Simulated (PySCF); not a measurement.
```yaml
atoms:
  - { symbol: In, position_ang: [0.0000, 0.0000, -0.2113] }
  - { symbol: B, position_ang: [0.0000, 0.0000, 2.2057] }
```

The calculation used PySCF, PBE0/x2c-SVPall, spin-free X2C-1e, Gaussian nucleus, at a bond length of 2.417 Å.

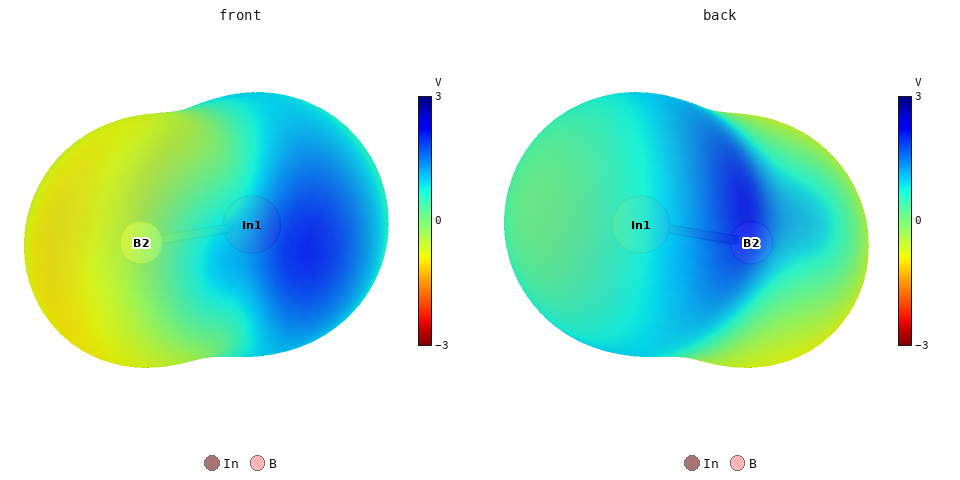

InB (triplet). The electrostatic potential painted on the density surface at 0.002 e/bohr³, seen from the front and from behind; red is negative and blue positive.

Q: Which sites attract a positive test charge, and which a negative one?

A: A positive charge is drawn to the negative regions and a negative charge to the positive ones. The most negative region (about −1.0 V, or −23 kcal/mol for a unit charge) lies over B2, the most positive (about +2.1 V, or +48 kcal/mol for a unit charge) over In1.
